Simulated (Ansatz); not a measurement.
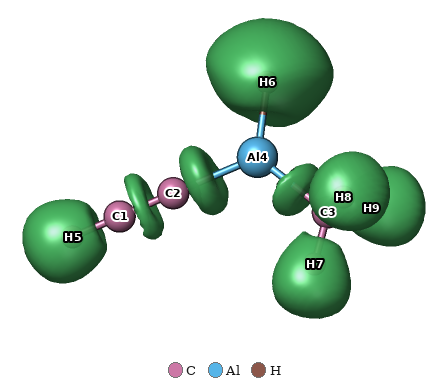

Figure. C3H5Al (SMILES C#[C][AlH][CH3]). Isosurface of the electron localisation function at 0.85 (green), seen at a tilt. Only the valence region is drawn (cores and ρ < 0.01 e/Å³ removed).

Geometry: B3LYP-D3(BJ)/def2-SVP.

These are results of Ansatz, isolated molecule in a Gaussian basis; Kohn-Sham density functional theory, functional PBE0, not measurements.

Input file:

```
crystal:
  periodic: [false, false, false]
  atoms:
    - {symbol: C, position_ang: [-1.857824, -2.310097, 1.007423]}
    - {symbol: C, position_ang: [-1.603319, -1.164258, 0.664375]}
    - {symbol: C, position_ang: [0.642095, 1.136907, -0.311389]}
    - {symbol: Al, position_ang: [-1.192924, 0.629601, 0.123957]}
    - {symbol: H, position_ang: [-2.083403, -3.317262, 1.309704]}
    - {symbol: H, position_ang: [-2.386412, 1.667003, 0.055256]}
    - {symbol: H, position_ang: [1.339407, 0.284491, -0.292818]}
    - {symbol: H, position_ang: [1.014625, 1.893159, 0.403365]}
    - {symbol: H, position_ang: [0.698784, 1.606040, -1.309680]}
basis:
  gaussian:
    orbitals: def2-TZVPD
hamiltonian:
  xc: {name: PBE0}
output: {forces: true, orbitals: {seedname: orbitals}}
```

Run with:

```sh
ansatz run input.yaml --threads 2 --pin off --max-ram 4350MiB --events-out events.jsonl --progress --plain --runs-dir runs
```

**Describe the localisation domains.**

The surface consists of one region between bonded Al–C atoms (shared pairs), one region between bonded C–C atoms (shared pairs), five regions around hydrogen nuclei and one lobe of the valence shell of C pointing towards Al (polar bonds). Profiles from the grid: C–C (1.22 Å): the ELF peaks at about 0.90 between the atoms; a multiple bond. C–Al (1.92 Å): the ELF peaks at about 0.95 in the valence shell of C, 0.7 Å from its nucleus, and is about 0.85 at the midpoint.
